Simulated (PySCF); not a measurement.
**CH3BO: geometry, NMR shifts, spin-spin couplings, electronic excitations and core binding energies**

Aim: predict the NMR shifts, spin-spin couplings, electronic excitations and core binding energies of CH3BO (`CB=O`).

Programs: PySCF 2.14.0, with density-fitted response routines of our own. Each step states its level of theory. These are calculated values for one molecule in the gas phase, unless marked as measured. Atoms are numbered from 0 throughout.

## (1) The starting structure

6 atoms, charge 0, multiplicity 1; geometry from: GFN2-xTB.

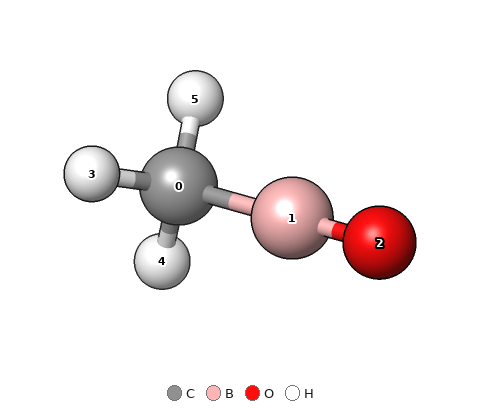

As it starts; carbon grey, boron pink, oxygen red, hydrogen white, atoms numbered.

## (2) Optimising the geometry at PBE0-D3(BJ)/def2-SVP

What the job is given:

```
{"job": {"xc": "PBE0", "basis": "def2-SVP", "d3": "d3bj", "grid": 1, "kind": "geom"}, "charge": 0, "multiplicity": 1}
C     -0.515500     0.040200     0.010480
B      1.025450    -0.078360    -0.044080
O      2.211280    -0.168830    -0.083790
H     -0.884010    -0.121890     1.020330
H     -0.987350    -0.693640    -0.638040
H     -0.843620     1.026500    -0.308050
```

Output:

```text
step   0  E = -139.77719588  max force = 0.035580
step   1  E = -139.77806088  max force = 0.002962
step   2  E = -139.77806629  max force = 0.000252
optimisation converged
```

Wall time 2.9 s (1 thread, shared host).

Step by step:

| step | energy from step 0 (eV) | largest force component (eV/Å) |
| --- | --- | --- |
| 0 | 0.0000 | 1.8296 |
| 1 | -0.0235 | 0.1523 |
| 2 | -0.0237 | 0.0130 |

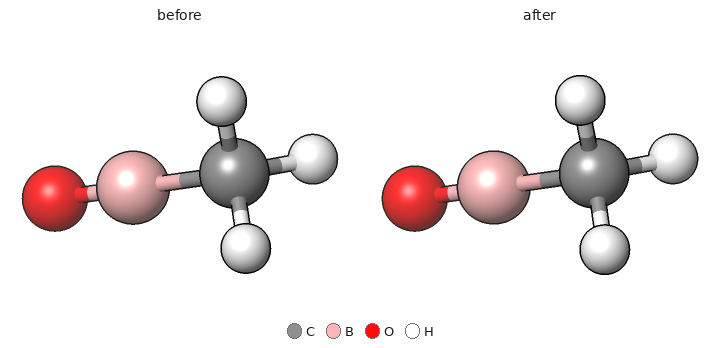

The geometry before (left) and after (right).

Close pairs (by a distance rule), those that changed most:

| bond | before (Å) | after (Å) | change (Å) |
| --- | --- | --- | --- |
| B1–O2 | 1.190 | 1.205 | +0.015 |
| C0–B1 | 1.546 | 1.533 | -0.014 |
| C0–H4 | 1.087 | 1.100 | +0.013 |
| C0–H3 | 1.087 | 1.100 | +0.013 |
| C0–H5 | 1.087 | 1.100 | +0.013 |

The final coordinates are the input of the step that follows.

| at the end point | value |
| --- | --- |
| point group (found at 0.08 Å tolerance) | C3v |
| rotational constants (GHz, main isotopes) | 157.2, 7.952, 7.952 |
| dipole moment (D) | 3.47 |

## (3) Shielding tensors: PBE0/pcSseg-1

What the job is given:

```
{"job": {"kind": "nmr", "xc": "PBE0", "basis": "pcSseg-1"}, "charge": 0, "multiplicity": 1}
C     -0.517151     0.040626     0.011500
B      1.010105    -0.077235    -0.044029
O      2.210859    -0.169697    -0.086939
H     -0.877359    -0.125574     1.037494
H     -0.983666    -0.706045    -0.647943
H     -0.836539     1.041904    -0.313234
```

Level: GIAO PBE0/pcSseg-1 NMR shielding, non-relativistic, gas phase.

Output:

```text
coarse grid: 5120 points
cycle   1  E = -139.7046873634  dE =  2.233e-01  |g| = 8.131e-01  |ddm| = 2.036e+00
cycle   2  E = -139.0863902910  dE =  6.183e-01  |g| = 1.892e+00  |ddm| = 1.676e+00
cycle   3  E = -139.8354984053  dE = -7.491e-01  |g| = 1.420e-01  |ddm| = 1.301e+00
cycle   4  E = -139.8400000324  dE = -4.502e-03  |g| = 6.028e-02  |ddm| = 1.303e-01
cycle   5  E = -139.8408533292  dE = -8.533e-04  |g| = 8.683e-03  |ddm| = 3.622e-02
cycle   6  E = -139.8408702872  dE = -1.696e-05  |g| = 2.432e-03  |ddm| = 7.173e-03
cycle   7  E = -139.8408715810  dE = -1.294e-06  |g| = 2.974e-04  |ddm| = 1.905e-03
final grid: 49744 points
cycle   8  E = -139.8681257049  dE =  3.174e-06  |g| = 1.282e-02  |ddm| = 1.338e-02
cycle   9  E = -139.8680204743  dE =  1.052e-04  |g| = 2.684e-02  |ddm| = 1.967e-02
cycle  10  E = -139.8681568891  dE = -1.364e-04  |g| = 1.426e-03  |ddm| = 1.394e-02
cycle  11  E = -139.8681573481  dE = -4.589e-07  |g| = 1.133e-04  |ddm| = 8.798e-04
cycle  12  E = -139.8681573516  dE = -3.560e-09  |g| = 3.784e-05  |ddm| = 1.030e-04
cycle  13  E = -139.8681573519  dE = -2.889e-10  |g| = 5.991e-06  |ddm| = 2.974e-05
converged SCF energy = -139.8681573519

GIAO shielding tensors (ppm)
atom      isotropic    diamagn.    paramagn.     s11        s22        s33       span
  0 C      199.691     254.368     -54.677    199.075    199.079    200.919      1.844
  1 B       79.733     203.610    -123.876      8.708      8.709    221.783    213.075
  2 O       54.510     395.622    -341.111   -112.350   -112.339    388.220    500.571
  3 H       30.815      29.665       1.150     26.507     27.794     38.144     11.636
  4 H       30.816      29.645       1.171     26.509     27.794     38.146     11.637
  5 H       30.816      29.647       1.169     26.508     27.794     38.145     11.637
```

It took 2.9 s on 1 thread, shared host.

The references, computed at this level on geometries of the same kind, shield at (ppm): ¹H TMS 31.27, ¹³C TMS 184.4, ¹⁷O H2O 334.6, ¹¹B BF3·OEt2 100.7. Their shielding less the atom's gives the shift. The references are single molecules in the gas phase, so shifts against H2O, NH3, PH3, H3PO4 or CFCl3 are not on the usual liquid scales and can be off by tens of ppm. Atoms listed in one row are averaged.

| atoms | environment | σ (ppm) | δ (ppm) | δ scaled to CDCl3 |
| --- | --- | --- | --- | --- |
| C0 | methyl carbon bonded to B | 199.7 | -15.3 | -15.3 |
| H3, H4, H5 | hydrogen on a methyl carbon bonded to B | 30.82 | 0.45 | 0.64 |
| B1 | boron bonded to C, O | 79.7 | 21.0 | – |
| O2 | oxygen bonded to B | 54.5 | 280.1 | – |

The scaled column applies a straight-line fit of computed shieldings to shifts measured in CDCl3 (root-mean-square error 0.21 ppm for H, 2.0 ppm for C).

The run also stored atomic charges by several schemes (e):

| atoms | Mulliken | IAO | Hirshfeld | ESP fit |
| --- | --- | --- | --- | --- |
| C0 | -0.57 | -0.61 | -0.16 | -0.70 |
| B1 | 0.45 | 0.47 | 0.29 | 0.66 |
| O2 | -0.38 | -0.42 | -0.34 | -0.56 |

ESP fit charges:

| atom | value (e) |
| --- | --- |
| C0 | -0.70 |
| B1 | 0.66 |
| O2 | -0.56 |
| H3 | 0.20 |
| H4 | 0.20 |
| H5 | 0.20 |

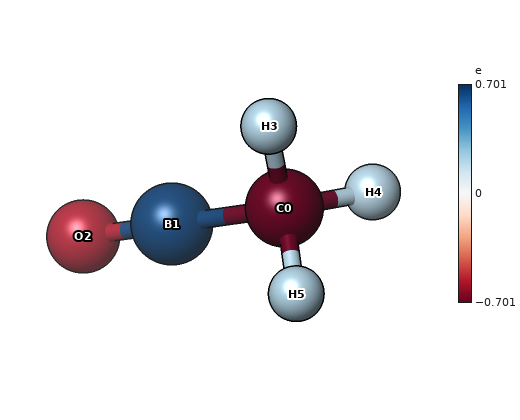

ESP fit charges, as colours on the atoms.

Mayer bond orders: C0–B1 1.06, B1–O2 2.37.

## (4) Spin-spin couplings: B3LYP/pcJ-1

The job, as its differences from that of step 3:

```diff
@@ -1,2 +1,2 @@
-{"job": {"kind": "nmr", "xc": "PBE0", "basis": "pcSseg-1"}, "charge": 0, "multiplicity": 1}
+{"job": {"kind": "j", "xc": "B3LYP", "basis": "pcJ-1"}, "charge": 0, "multiplicity": 1}
 C     -0.517151     0.040626     0.011500
```

With the program's defaults for keys left out, this is: B3LYP/pcJ-1 indirect spin-spin coupling, non-relativistic, gas phase.

Output:

```text
coarse grid: 5120 points
cycle   1  E = -139.8760322099  dE =  2.168e-01  |g| = 8.901e-01  |ddm| = 1.928e+00
cycle   2  E = -139.0205840797  dE =  8.554e-01  |g| = 2.179e+00  |ddm| = 1.968e+00
cycle   3  E = -140.0232024833  dE = -1.003e+00  |g| = 1.966e-01  |ddm| = 1.600e+00
cycle   4  E = -140.0315286704  dE = -8.326e-03  |g| = 8.669e-02  |ddm| = 1.723e-01
cycle   5  E = -140.0332503016  dE = -1.722e-03  |g| = 1.166e-02  |ddm| = 4.825e-02
cycle   6  E = -140.0332811299  dE = -3.083e-05  |g| = 3.145e-03  |ddm| = 9.599e-03
cycle   7  E = -140.0332833128  dE = -2.183e-06  |g| = 3.538e-04  |ddm| = 2.442e-03
final grid: 49744 points
cycle   8  E = -140.0650710256  dE = -7.257e-05  |g| = 7.506e-03  |ddm| = 1.020e-02
cycle   9  E = -140.0650388897  dE =  3.214e-05  |g| = 1.493e-02  |ddm| = 1.055e-02
cycle  10  E = -140.0650803602  dE = -4.147e-05  |g| = 1.959e-03  |ddm| = 8.148e-03
cycle  11  E = -140.0650810783  dE = -7.181e-07  |g| = 4.428e-04  |ddm| = 1.215e-03
cycle  12  E = -140.0650811233  dE = -4.493e-08  |g| = 4.748e-05  |ddm| = 2.613e-04
cycle  13  E = -140.0650811237  dE = -4.551e-10  |g| = 6.740e-06  |ddm| = 3.464e-05
converged SCF energy = -140.0650811237

Indirect spin-spin couplings (Hz)
  i      j    bonds     total        FC       PSO       DSO        SD
  0 C    1 B    1     91.629    92.672    -1.391     0.194     0.154
  0 C    2 O    2      1.712     1.299     0.562     0.070    -0.219
  0 C    3 H    1    133.905   131.660     1.595     0.435     0.216
  0 C    4 H    1    133.899   131.653     1.595     0.435     0.216
  0 C    5 H    1    133.914   131.668     1.595     0.435     0.216
  1 B    2 O    1    -24.483   -22.552     3.266     0.007    -5.204
  1 B    3 H    2     -9.191    -9.249     0.139    -0.208     0.128
  1 B    4 H    2     -9.197    -9.256     0.139    -0.208     0.128
  1 B    5 H    2     -9.193    -9.251     0.139    -0.208     0.128
  2 O    3 H    3     -1.423    -1.215    -0.477     0.232     0.037
  2 O    4 H    3     -1.425    -1.216    -0.478     0.232     0.037
  2 O    5 H    3     -1.424    -1.216    -0.478     0.232     0.037
  3 H    4 H    2    -16.856   -17.096     3.029    -2.976     0.187
  3 H    5 H    2    -16.851   -17.091     3.030    -2.976     0.187
  4 H    5 H    2    -16.856   -17.096     3.029    -2.976     0.187
```

It took 4.8 s on 1 thread, shared host.

Couplings of 1 Hz or more, nine at most for each number of bonds, with means over like pairs (isotopes 11B, 13C, 1H, 17O):

| pair | bonds | J (Hz) | Fermi contact (Hz) |
| --- | --- | --- | --- |
| C0–H3 | 1 | 133.9 | 131.7 |
| C0–B1 | 1 | 91.6 | 92.7 |
| B1–O2 | 1 | -24.5 | -22.6 |
| H3–H4 | 2 | -16.9 | -17.1 |
| B1–H3 | 2 | -9.2 | -9.3 |
| C0–O2 | 2 | 1.7 | 1.3 |
| O2–H3 | 3 | -1.4 | -1.2 |

Quadrupole couplings from the field gradients of the same density:

| atom | isotope | eQq/h (MHz) | η |
| --- | --- | --- | --- |
| B1 | 11B | -3.892 | 0.00 |
| O2 | 17O | 3.093 | 0.00 |

Joined with the shifts from before (PBE0/pcSseg-1, scaled to CDCl3), the couplings predict the line list below for 600 MHz. H–H couplings in it are scaled by factors fitted to measured ones, so they differ from the table. Couplings to quadrupolar nuclei are left out.

¹H NMR δ 0.64 (s, 3H).

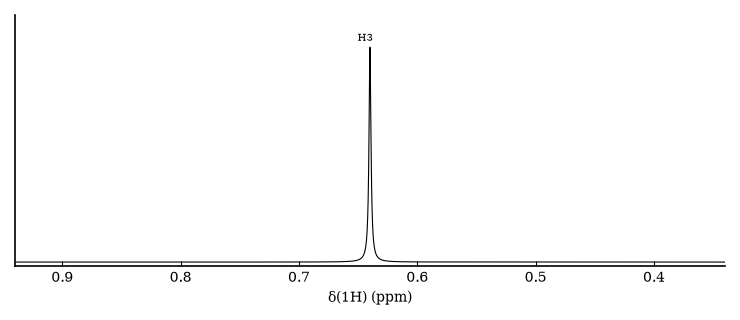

Simulated proton spectrum at 600 MHz, by exact diagonalisation of each spin system; lines 1.2 Hz wide, exchangeable protons uncoupled.

## (5) Ultraviolet spectrum: CAM-B3LYP/def2-SVPD

The job, as its differences from that of step 4:

```diff
@@ -1,2 +1,2 @@
-{"job": {"kind": "j", "xc": "B3LYP", "basis": "pcJ-1"}, "charge": 0, "multiplicity": 1}
+{"job": {"kind": "uv", "xc": "CAM-B3LYP", "basis": "def2-SVPD", "ip": true}, "charge": 0, "multiplicity": 1}
 C     -0.517151     0.040626     0.011500
```

Method: TDDFT CAM-B3LYP/def2-SVPD, vertical, gas phase, core orbitals frozen in the response.

Output:

```text
coarse grid: 5120 points
cycle   1  E = -139.7052729241  dE =  2.484e-01  |g| = 8.198e-01  |ddm| = 3.057e+00
cycle   2  E = -139.3378365094  dE =  3.674e-01  |g| = 1.608e+00  |ddm| = 1.689e+00
cycle   3  E = -139.8527251290  dE = -5.149e-01  |g| = 5.613e-02  |ddm| = 1.084e+00
cycle   4  E = -139.8533792353  dE = -6.541e-04  |g| = 3.446e-02  |ddm| = 1.187e-01
cycle   5  E = -139.8536684094  dE = -2.892e-04  |g| = 5.166e-03  |ddm| = 4.066e-02
cycle   6  E = -139.8536750010  dE = -6.592e-06  |g| = 1.117e-03  |ddm| = 1.031e-02
final grid: 49744 points
cycle   7  E = -139.8858075867  dE = -1.745e-05  |g| = 4.434e-03  |ddm| = 2.940e-02
cycle   8  E = -139.8858032106  dE =  4.376e-06  |g| = 6.777e-03  |ddm| = 8.836e-03
cycle   9  E = -139.8858119307  dE = -8.720e-06  |g| = 6.948e-04  |ddm| = 4.803e-03
cycle  10  E = -139.8858120393  dE = -1.086e-07  |g| = 2.187e-04  |ddm| = 9.004e-04
cycle  11  E = -139.8858120496  dE = -1.027e-08  |g| = 3.500e-05  |ddm| = 3.492e-04
cycle  12  E = -139.8858120499  dE = -3.352e-10  |g| = 4.369e-06  |ddm| = 6.759e-05
converged SCF energy = -139.8858120499

Static polarisability (au): isotropic 28.356, principal 24.626 24.627 35.816

Singlet excitations
state   eV       nm        f      main configurations
  1   8.3509    148.5   0.00000   H->L+2 0.36, H-1->L+1 0.36, H->L+1 0.11
  2   8.6086    144.0   0.00129   H->L+2 0.42, H-1->L+1 0.42
  3   8.6091    144.0   0.00096   H-1->L+2 0.42, H->L+1 0.42
  4   8.6692    143.0   0.02224   H->L 0.79, H-1->L 0.14
  5   8.6697    143.0   0.02191   H-1->L 0.78, H->L 0.14
  6  10.1878    121.7   0.03820   H-2->L 0.90
  7  10.2758    120.7   0.00033   H-2->L+1 0.61, H-2->L+2 0.34
  8  10.2759    120.7   0.00035   H-2->L+2 0.61, H-2->L+1 0.34
  9  10.7110    115.8   0.11108   H->L+3 0.65, H-1->L+3 0.15, H-4->L 0.11
 10  10.7111    115.8   0.11105   H-1->L+3 0.65, H->L+3 0.15, H-5->L 0.11

Triplet excitations (Tamm-Dancoff, eV): 7.2881 7.7491 7.7491 8.3695
Vertical ionisation energy (delta-SCF) = 12.6862 eV
```

It took 7.5 s on 1 thread, shared host.

Frontier orbitals and where they lie:

| orbital | eV | atoms |
| --- | --- | --- |
| HOMO−3 | -13.90 | C0 40 %, O2 23 %, B1 20 % |
| HOMO−2 | -12.87 | O2 68 %, B1 16 %, C0 11 % |
| HOMO−1 | -11.31 | O2 70 %, B1 22 %, C0 5 % |
| HOMO | -11.31 | O2 70 %, B1 22 %, C0 5 % |
| LUMO | 0.48 | B1 63 %, C0 15 %, H3 6 % |
| LUMO+1 | 1.94 | B1 34 %, O2 28 %, C0 22 % |
| LUMO+2 | 1.94 | B1 34 %, O2 28 %, C0 22 % |

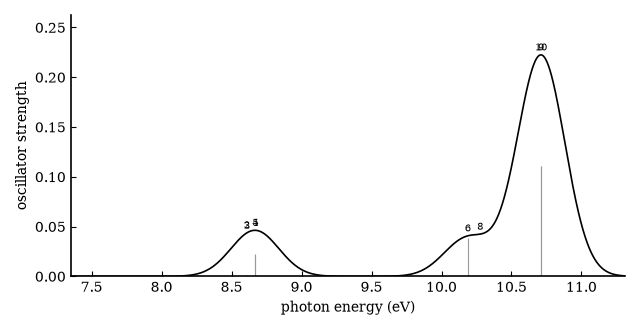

Absorption spectrum from the 10 singlet states computed; above the last one it falls off for lack of states. Lines are broadened to a width of 0.40 eV (Gaussian).

Further results of this job:

| property | computed |
| --- | --- |
| dipole moment (D) | 3.82 |
| polarisability (Å³) | 4.20 |
| HOMO–LUMO gap (eV) | 11.80 |
| −ε(HOMO) (eV) | 11.31 |

## (6) Nuclear shieldings: PBE0/pcSseg-2

The job, as its differences from that of step 5:

```diff
@@ -1,2 +1,2 @@
-{"job": {"kind": "uv", "xc": "CAM-B3LYP", "basis": "def2-SVPD", "ip": true}, "charge": 0, "multiplicity": 1}
+{"job": {"kind": "nmr", "xc": "PBE0", "basis": "pcSseg-2", "pop": false}, "charge": 0, "multiplicity": 1}
 C     -0.517151     0.040626     0.011500
```

With the program's defaults for keys left out, this is: GIAO PBE0/pcSseg-2 NMR shielding, non-relativistic, gas phase.

Output:

```text
coarse grid: 5120 points
cycle   1  E = -139.7913924304  dE =  2.267e-01  |g| = 8.383e-01  |ddm| = 1.591e+00
cycle   2  E = -139.1357879347  dE =  6.556e-01  |g| = 1.946e+00  |ddm| = 1.299e+00
cycle   3  E = -139.9281629021  dE = -7.924e-01  |g| = 1.545e-01  |ddm| = 1.025e+00
cycle   4  E = -139.9334383462  dE = -5.275e-03  |g| = 6.554e-02  |ddm| = 1.108e-01
cycle   5  E = -139.9344350154  dE = -9.967e-04  |g| = 9.324e-03  |ddm| = 3.353e-02
cycle   6  E = -139.9344538111  dE = -1.880e-05  |g| = 2.835e-03  |ddm| = 7.523e-03
cycle   7  E = -139.9344556035  dE = -1.792e-06  |g| = 3.087e-04  |ddm| = 1.690e-03
final grid: 49744 points
cycle   8  E = -139.9346010909  dE = -3.614e-05  |g| = 1.049e-02  |ddm| = 2.118e-02
cycle   9  E = -139.9345341401  dE =  6.695e-05  |g| = 2.157e-02  |ddm| = 1.200e-02
cycle  10  E = -139.9346219774  dE = -8.784e-05  |g| = 1.492e-03  |ddm| = 8.456e-03
cycle  11  E = -139.9346224557  dE = -4.783e-07  |g| = 1.607e-04  |ddm| = 7.841e-04
cycle  12  E = -139.9346224622  dE = -6.583e-09  |g| = 3.835e-05  |ddm| = 1.058e-04
cycle  13  E = -139.9346224625  dE = -3.014e-10  |g| = 8.720e-06  |ddm| = 2.330e-05
converged SCF energy = -139.9346224625

GIAO shielding tensors (ppm)
atom      isotropic    diamagn.    paramagn.     s11        s22        s33       span
  0 C      200.312     246.531     -46.219    199.894    199.899    201.143      1.249
  1 B       78.533     206.508    -127.975      6.948      6.949    221.702    214.753
  2 O       59.210     390.613    -331.404   -105.368   -105.357    388.353    493.721
  3 H       30.776      29.142       1.634     26.465     27.790     38.072     11.607
  4 H       30.777      29.123       1.654     26.467     27.789     38.075     11.608
  5 H       30.776      29.124       1.652     26.466     27.789     38.074     11.608
```

Run time: 5.2 s. Hardware: 1 thread, shared host.

In short: δ C0 -16.2, B1 20.5, O2 268.9, H3 0.47 ppm (means over like atoms).

## (7) X-ray photoelectron lines: SCAN, X2C

The job, as its differences from that of step 6:

```diff
@@ -1,2 +1,2 @@
-{"job": {"kind": "nmr", "xc": "PBE0", "basis": "pcSseg-2", "pop": false}, "charge": 0, "multiplicity": 1}
+{"job": {"kind": "xps"}, "charge": 0, "multiplicity": 1}
 C     -0.517151     0.040626     0.011500
```

Method: delta-SCF UKS SCAN, pcX-2 on the ionised atom, pcseg-1 elsewhere, spin-free X2C.

Output:

```text
ground state, core basis on atom 0 (C), 88 functions
  cycle   1  E = -139.90654347  |g| = 8.13e-01
  cycle   2  E = -138.96106354  |g| = 2.17e+00
  cycle   3  E = -140.02612036  |g| = 2.82e-01
  cycle   4  E = -140.04524096  |g| = 8.06e-02
  cycle   5  E = -140.04669046  |g| = 1.44e-02
  cycle   6  E = -140.04674404  |g| = 4.01e-03
  cycle   7  E = -140.04674938  |g| = 7.89e-04
  cycle   8  E = -140.04674942  |g| = 1.59e-04
  E(ground) = -140.05229362 Eh
hole in C 1s of atom 0
  cycle   1  E = -128.77888714  |g| = 1.50e+00
  cycle   2  E = -128.24009722  |g| = 1.72e+00
  cycle   3  E = -129.14365237  |g| = 6.60e-01
  cycle   4  E = -129.20244307  |g| = 5.51e-01
  cycle   5  E = -129.32205741  |g| = 5.35e-02
  cycle   6  E = -129.32326005  |g| = 1.42e-02
  cycle   7  E = -129.32335532  |g| = 3.42e-03
  cycle   8  E = -129.32336347  |g| = 9.75e-04
  cycle   9  E = -129.32336413  |g| = 4.16e-04
  E(ion) = -129.32689169 Eh   <S^2> = 0.7660   hole on atom = 1.000   binding energy = 291.853 eV
ground state, core basis on atom 1 (B), 88 functions
  cycle   1  E = -140.04367498  |g| = 4.90e-02
  cycle   2  E = -140.04336796  |g| = 4.53e-02
  cycle   3  E = -140.04342801  |g| = 4.32e-02
  cycle   4  E = -140.04379986  |g| = 5.16e-03
  cycle   5  E = -140.04380623  |g| = 4.72e-04
  E(ground) = -140.05033137 Eh
hole in B 1s of atom 1
  cycle   1  E = -132.41442176  |g| = 1.16e+00
  cycle   2  E = -131.50299144  |g| = 1.79e+00
  cycle   3  E = -132.46215288  |g| = 8.83e-01
  cycle   4  E = -132.75250251  |g| = 2.41e-01
  cycle   5  E = -132.77657825  |g| = 7.97e-02
  cycle   6  E = -132.78042908  |g| = 2.36e-02
  cycle   7  E = -132.78084657  |g| = 1.01e-02
  cycle   8  E = -132.78096856  |g| = 5.23e-03
  cycle   9  E = -132.78104212  |g| = 1.81e-03
  cycle  10  E = -132.78104533  |g| = 2.68e-04
  E(ion) = -132.78731526 Eh   <S^2> = 0.8125   hole on atom = 1.000   binding energy = 197.637 eV
ground state, core basis on atom 2 (O), 88 functions
  cycle   1  E = -140.07491674  |g| = 1.13e-01
  cycle   2  E = -140.06970475  |g| = 1.78e-01
  cycle   3  E = -140.07491585  |g| = 6.38e-02
  cycle   4  E = -140.07569867  |g| = 5.51e-03
  cycle   5  E = -140.07570483  |g| = 7.78e-04
  cycle   6  E = -140.07570521  |g| = 1.83e-04
  E(ground) = -140.07829010 Eh
hole in O 1s of atom 2
  cycle   1  E = -119.48845327  |g| = 2.22e+00
  cycle   2  E = -119.15265475  |g| = 2.14e+00
  cycle   3  E = -120.26151638  |g| = 3.90e-01
  cycle   4  E = -120.29597115  |g| = 1.39e-01
  cycle   5  E = -120.30545114  |g| = 3.42e-02
  cycle   6  E = -120.30602400  |g| = 1.15e-02
  cycle   7  E = -120.30607522  |g| = 2.93e-03
  cycle   8  E = -120.30608030  |g| = 1.02e-03
  cycle   9  E = -120.30608084  |g| = 2.14e-04
  E(ion) = -120.30905109 Eh   <S^2> = 0.7656   hole on atom = 1.000   binding energy = 537.948 eV
```

Wall time 5.7 s (1 thread, shared host).

The holes in one table. −ε is the ground-state orbital energy:

| hole | stands for | environment | ΔSCF (eV) | −ε (eV) | ⟨S²⟩ |
| --- | --- | --- | --- | --- | --- |
| C1s on C0 | C0 | methyl carbon bonded to B | 291.85 | 274.3 | 0.766 |
| B1s on B1 | B1 | boron bonded to C, O | 197.64 | 180.7 | 0.812 |
| O1s on O2 | O2 | oxygen bonded to B | 537.95 | 516.2 | 0.766 |

## (8) Comparing the runs: NMR shifts

Shifts (ppm), means over like atoms, with basis size and wall time:

| run | C0 | H3 | B1 | O2 | functions | time |
| --- | --- | --- | --- | --- | --- | --- |
| PBE0/pcSseg-1 | -15.3 | 0.45 | 21.0 | 280.1 | 66 | 2.9 s |
| PBE0/pcSseg-2 | -16.2 | 0.47 | 20.5 | 268.9 | 150 | 5.2 s |

## (9) Results

| quantity | value |
| --- | --- |
| point group | C3v |
| rotational constants (main isotopes) | 157.24, 7.95, 7.95 GHz |
| ¹³C shifts against TMS (PBE0/pcSseg-1) | -15.3 ppm |
| ¹H shifts against TMS (PBE0/pcSseg-1, means over atoms taken as alike) | 0.45 ppm |
| ¹¹B shifts against BF3·OEt2 (PBE0/pcSseg-1) | 21.0 ppm |
| ¹⁷O shifts against H2O (PBE0/pcSseg-1) | 280.1 ppm |
| largest coupling of the table (B3LYP/pcJ-1) | ¹J(C,H) C0–H3, 133.9 Hz |
| lowest singlet (CAM-B3LYP/def2-SVPD) | 8.35 eV (148 nm), f = 0.000 |
| brightest single state of those computed | state 9, 10.71 eV, f = 0.111 |
| lowest triplet | 7.29 eV |
| vertical ionisation energy (ΔSCF) | 12.69 eV |
| C1s binding energies, SCAN/pcX-2 | C0 291.85 eV |
| B1s binding energies, SCAN/pcX-2 | B1 197.64 eV |
| O1s binding energies, SCAN/pcX-2 | O2 537.95 eV |
| range of the shift of O2 | 268.9 to 280.1 ppm |

In words: The optimisation took 2 steps and gained 0.024 eV; among the close pairs (by a distance rule), B1–O2 changed most, from 1.190 to 1.205 Å. At PBE0/pcSseg-1: Shielding is most anisotropic at O2 (span 501 ppm, paramagnetic term -341 ppm). Of the pairs tabulated at B3LYP/pcJ-1, C0–H3 (mean over like pairs) couples most strongly (133.9 Hz; Fermi contact 131.7 Hz). The first singlet state (HOMO→LUMO+2 0.36, HOMO−1→LUMO+1 0.36) lies at 8.35 eV and is dark; of the 10 states computed, the strongest absorption comes from states 9 to 10 together at 10.71 eV (the last computed, so partners may be missing). The lowest triplet lies 1.06 eV below the lowest singlet (triplets in Tamm-Dancoff, singlets in full TDDFT). The orbital energy would give 11.31 eV for ionisation, ΔSCF gives 12.69 eV. In ppm, O2 moves most: its shift spreads over 11.1 ppm, from 268.9 (PBE0/pcSseg-2) to 280.1 (PBE0/pcSseg-1). Part of that comes from the computed reference.
